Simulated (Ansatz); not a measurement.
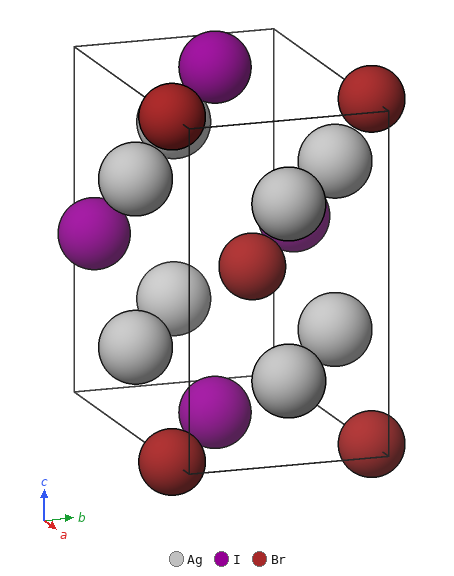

A spheres-only rendering, viewed slightly off an axis. The parallelepiped is the simulation cell.

```
CELL_PARAMETERS angstrom
7.19480 0.00000 0.00000
0.00000 4.41232 0.00000
0.00004 0.00000 7.43922
ATOMIC_POSITIONS crystal
Ag 0.53302 0.00000 0.74363
Ag 0.99824 0.50000 0.75634
Ag 0.53302 0.00000 0.25638
Ag 0.99824 0.50000 0.24366
I 0.17386 0.00000 0.50000
I 0.35700 0.50000 0.00000
Br 0.68091 0.50000 0.50000
Br 0.85072 0.00000 0.00000
```

Results below were computed with DFT, PAW plane waves, r2SCAN in Ansatz 0.2.0; the settings were a kinetic-energy cutoff of 500 eV, 4×6×4 k-mesh, Fermi-Dirac smearing of 0.1 eV, no spin polarisation.

> What net charge does each kind of atom have (Bader)?

Ag +0.50 e; I -0.44 e; Br -0.56 e.

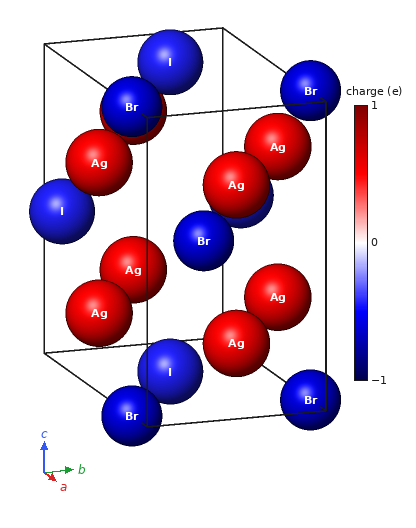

The atoms coloured by those charges.

The structure is a generated cell, made by putting these elements into a known structure type (the compound may or may not exist in this form); no relaxation was done. It was run through Ansatz as a DFT input.
